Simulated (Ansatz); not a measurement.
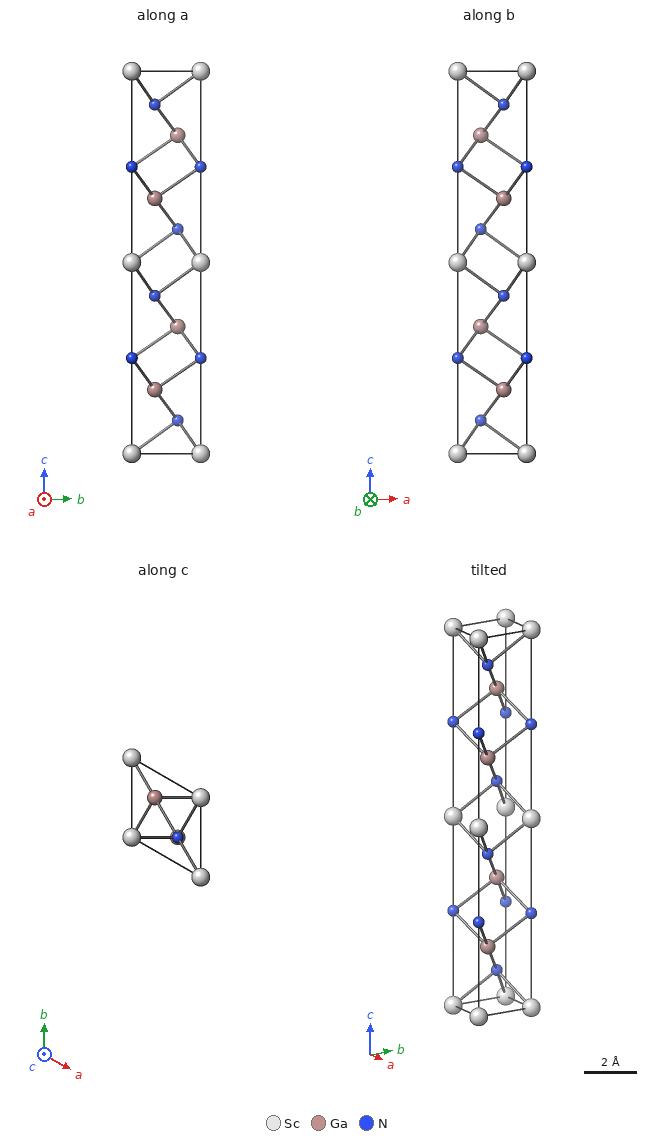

The figure gives a ball-and-stick picture of the atoms, viewed along the a axis, along the b axis, along the c axis and slightly off an axis. The frame is the unit cell; atoms at its boundary are shown with their periodic copies.

Lattice parameters: a = 3.0996 Å, b = 3.0989 Å, c = 14.9019 Å, α = 90.003°, β = 89.987°, γ = 120.023°.

**From the views, write a CIF in P1 with every atom of the cell, with free fractional coordinates to two decimals.**

```cif
data_structure
_symmetry_space_group_name_H-M 'P 1'
_symmetry_Int_Tables_number 1
_cell_length_a 3.0996
_cell_length_b 3.0989
_cell_length_c 14.9019
_cell_angle_alpha 90.003
_cell_angle_beta 89.987
_cell_angle_gamma 120.023
_cell_volume 123.93
loop_
_atom_site_label
_atom_site_type_symbol
_atom_site_fract_x
_atom_site_fract_y
_atom_site_fract_z
_atom_site_occupancy
Sc1 Sc 0.00 0.00 0.00 1
Sc2 Sc 0.00 0.00 0.50 1
Ga1 Ga 0.33 0.67 0.83 1
Ga2 Ga 0.33 0.67 0.33 1
Ga3 Ga 0.67 0.33 0.17 1
Ga4 Ga 0.67 0.33 0.67 1
N1 N 0.33 0.67 0.09 1
N2 N 0.33 0.67 0.59 1
N3 N 0.67 0.33 0.91 1
N4 N 0.67 0.33 0.41 1
N5 N 0.00 0.00 0.25 1
N6 N 0.00 0.00 0.75 1
```

Origin of the cell: a structure type filled with these elements by a generator (whether the compound takes this form wasn't checked). The geometry is the end of a relaxation with Ansatz 0.2.0, DFT PBE, scalar-relativistic, plane waves, PAW.
